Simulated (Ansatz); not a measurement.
## A computed series for CdTe: response to strain

The reference is CdTe in the wurtzite structure (space group P6_3mc, No. 186; a cell from a computed database, its experimental status unchecked).

```xyz
4
Lattice="4.6321 0.0000 0.0000 -2.3161 4.0116 0.0000 0.0000 0.0000 7.5967" Properties=species:S:1:pos:R:3 pbc="T T T"
Cd     0.0000     2.6744     0.0022
Cd     2.3161     1.3372     3.8005
Te     0.0000     2.6744     2.8466
Te     2.3161     1.3372     6.6450
```

Strains are applied to the cell and any free atomic positions relax.

Level of theory: r2SCAN in Ansatz (plane waves to 500 eV, PAW, spin-orbit coupling left out), earlier PAW set.

Notes on the quantities. energy relative to the base: free energy F.

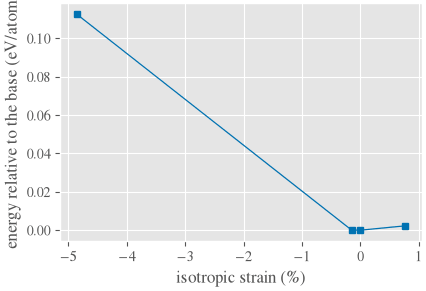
Fig. 1. Energy relative to the base against isotropic strain

```json
[
 {"isotropic strain (%)": "-4.86", "energy relative to the base": "+113 meV/atom"},
 {"isotropic strain (%)": "-0.15", "energy relative to the base": "+0.1 meV/atom"},
 {"isotropic strain (%)": "0.77", "energy relative to the base": "+2.3 meV/atom"}
]
```

No phonon test of stability was made. This is not the structure that CdTe has at room temperature and ambient pressure.

Ansatz is a first-principles code.
